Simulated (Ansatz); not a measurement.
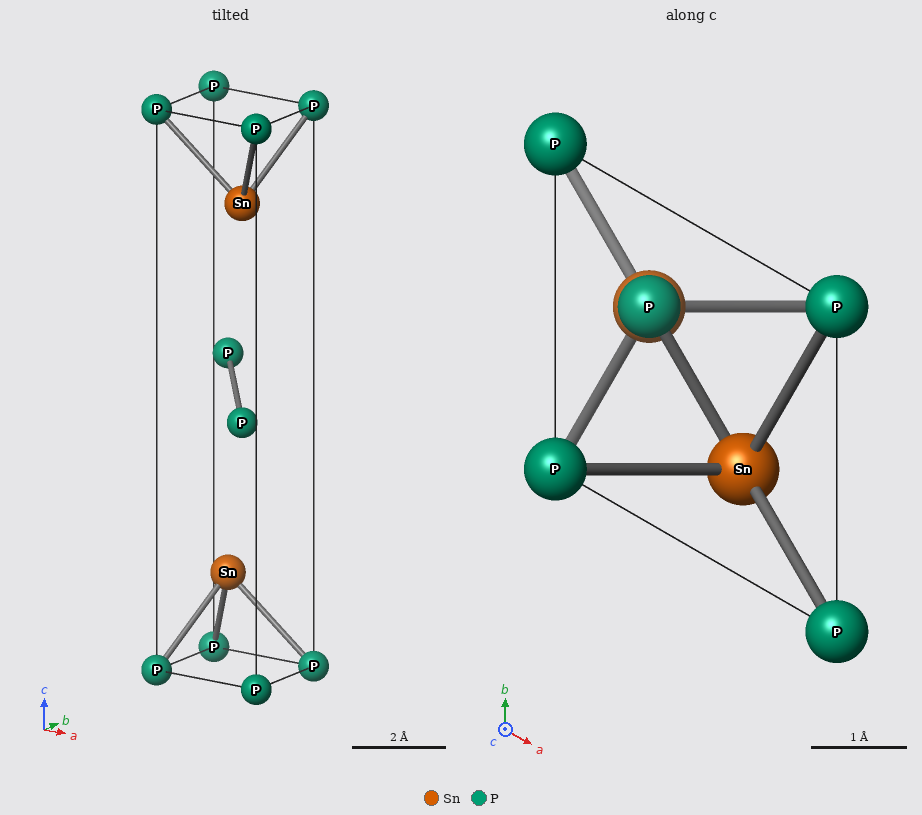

The figure gives a ball-and-stick picture of the atoms, viewed slightly off an axis and along the c axis. The parallelepiped is the conventional unit cell.

Q: Formula?

A: Sn₂P₃. The cell holds 2 Sn, 3 P, counting shared atoms by their share.

Q: Which of the Bravais lattices applies?

A: Primitive hexagonal lattice; the crystal system is trigonal.

Q: Which of the 230 space groups is it?

A: P-3m1 (No. 164), with Sn on 2d, P on 1a and P on 2d.

Q: To which atoms is each Sn bonded?

A: Three P in a trigonal pyramidal arrangement at about 2.8 Å.

Q: What is the topology of the bonding, in broad terms?

A: The bonds build Sn2P and P layers parallel to (001).

The structure was taken from a textbook structure type filled with these elements (whether it is the usual form wasn't checked). Relaxation method: Ansatz 0.2.0, DFT PBE, scalar-relativistic, plane waves, PAW.
